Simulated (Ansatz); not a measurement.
The compound is Tl2AuF6 (started from the K2PtCl6 type) (Fm-3m).

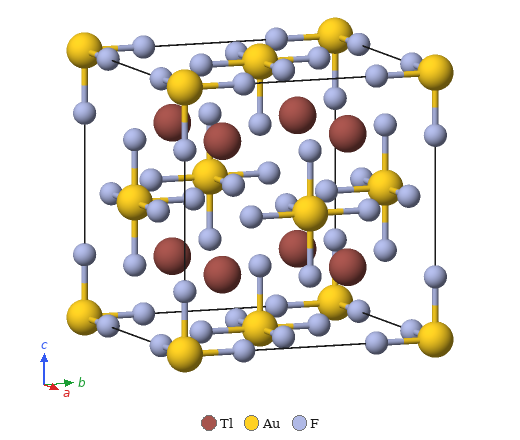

The structure (thallium brown, gold yellow, fluorine light blue). Some periodic images of atoms are drawn too.

The structure was built from a prototype and need not be the compound's stable phase.

Symmetry: Fm-3m, No. 225, cubic system. The conventional cell has a = 8.550 Å, b = 8.550 Å, c = 8.550 Å, α = 90.00°, β = 90.00°, γ = 90.00°. Nearest to Tl lie 12 F at 3.03 Å. Nearest to Au lie 6 F at 2.01 Å. F has 1 Au at 2.01 Å nearest. Farther neighbours and most contacts between anions are not listed.

```cif
data_structure
_symmetry_space_group_name_H-M 'P 1'
_symmetry_Int_Tables_number 1
_cell_length_a 6.0460
_cell_length_b 6.0460
_cell_length_c 6.0460
_cell_angle_alpha 60.000
_cell_angle_beta 60.000
_cell_angle_gamma 60.000
_cell_volume 156.27
loop_
_atom_site_label
_atom_site_type_symbol
_atom_site_fract_x
_atom_site_fract_y
_atom_site_fract_z
_atom_site_occupancy
Tl1 Tl 0.25000 0.25000 0.25000 1
Tl2 Tl 0.75000 0.75000 0.75000 1
Au3 Au 0.00000 0.00000 0.00000 1
F4 F 0.23482 0.23482 0.76518 1
F5 F 0.76518 0.76518 0.23482 1
F6 F 0.23482 0.76518 0.23482 1
F7 F 0.76518 0.23482 0.76518 1
F8 F 0.76518 0.23482 0.23482 1
F9 F 0.23482 0.76518 0.76518 1
```

The structure was relaxed with PBEsol. The structure type comes from a generator and need not be one that this composition takes. The structure was generated from a model, not taken from a measurement. The runs that relaxed it are not among those shown. The program's search for lower electronic states was switched off, so nothing shows that the state found is the lowest. Spin-orbit coupling is left out unless a run names it. PAW set soft_2, made with PBE.

A constrained-RPA run (Ansatz 0.2.0; non-magnetic PBEsol; Au eg, bands v1 to c1, 4×4×4 mesh, medium accuracy) builds 2 functions on bands 0.48 eV wide, with 1.0 electrons in the window. The bare on-site interaction is 10.9 eV and the bare J 0.78 eV.

Question: Estimate U, U′ and J.

On the Au eg shell, U = 4.08 eV (38 % of the bare value), U′ = 3.34 eV, J = 0.37 eV.

The parent state is non-magnetic and the interaction static (zero frequency); U depends on the window and the orbitals, so it belongs to this model alone. Spin-orbit coupling, which is strong for atoms this heavy, is left out.

[Paths, hosts, dates, memory and timing lines, banners, echoed tables and standing remarks are left out of the program output.]

[Logs are printed without paths, hosts, clocks, repeated set-up lines and the standing remarks that a program may print on its own settings, such as how far it seeks lower states.]

[Runs of the session that timed out or met a known fault of the program may be left out.]

[Hosts, paths, dates, database ids (printed as entryN), source tags and the programs' standing remarks are cut or masked in the printed files.]
